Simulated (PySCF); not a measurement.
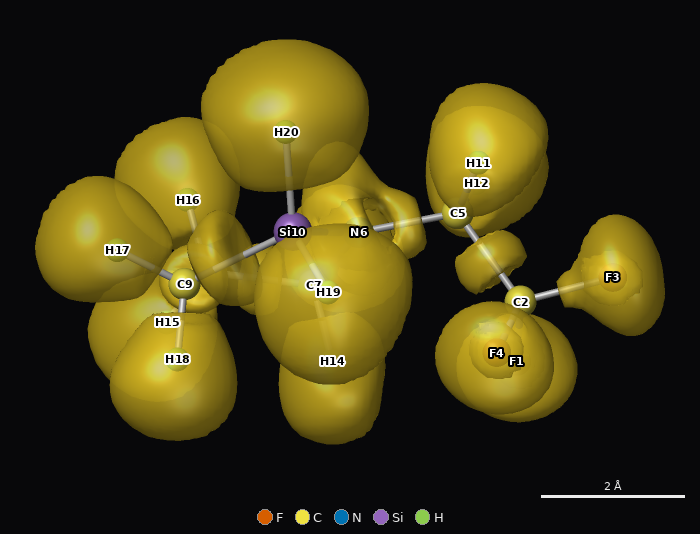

Figure. C₅H₁₀F₃NSi (SMILES FC(F)(F)CN1CCC[SiH2]1). Isosurface of the ELF at 0.75 (yellow), seen from one side. Core shells and regions of very low density are left out.

Geometry: GFN2-xTB.

These are results of PBE0/pcSseg-1, SCF density, gas phase, non-relativistic in PySCF 2.14.0, not measurements.

Input file:

```
{"job": {"kind": "nmr", "xc": "PBE0", "basis": "pcSseg-1"}, "charge": 0, "multiplicity": 1}
F      2.560290    -0.737874     1.015105
C      2.470533     0.358281     0.247032
F      3.732194     0.697378    -0.071105
F      1.996518     1.335375     1.030887
C      1.615355     0.142857    -1.007114
N      0.224717     0.044949    -0.739187
C     -0.252017    -1.154284    -0.074473
C     -1.765531    -1.164166    -0.258309
C     -2.270795     0.254976     0.005087
Si    -0.883180     1.367791    -0.662050
H      1.797037     1.000060    -1.659286
H      1.998263    -0.767408    -1.490010
H      0.214502    -2.035753    -0.527300
H      0.000962    -1.148596     0.993687
H     -2.231327    -1.897002     0.401747
H     -1.989955    -1.438704    -1.290244
H     -3.240481     0.417064    -0.458159
H     -2.400973     0.412963     1.075599
H     -0.536685     2.448639     0.264091
H     -1.044576     1.874134    -2.028124
```

Command:

```sh
OMP_NUM_THREADS=1 python probes_run.py task.json out
```

Describe the localisation domains.

The surface consists of three regions between bonded C–C atoms (shared pairs), one region between bonded C–Si atoms (shared pairs), ten regions around hydrogen nuclei, three regions on F in which the atom's valence shell and bonds are merged and one region on N in which the atom's valence shell and bonds are merged. Profiles from the grid: C–F (1.34 Å): the ELF peaks at about 0.85 between the atoms: a shared but strongly polarised pair. C–N (1.42 Å): the ELF peaks at about 0.90 between the atoms: localised, covalent bonding.
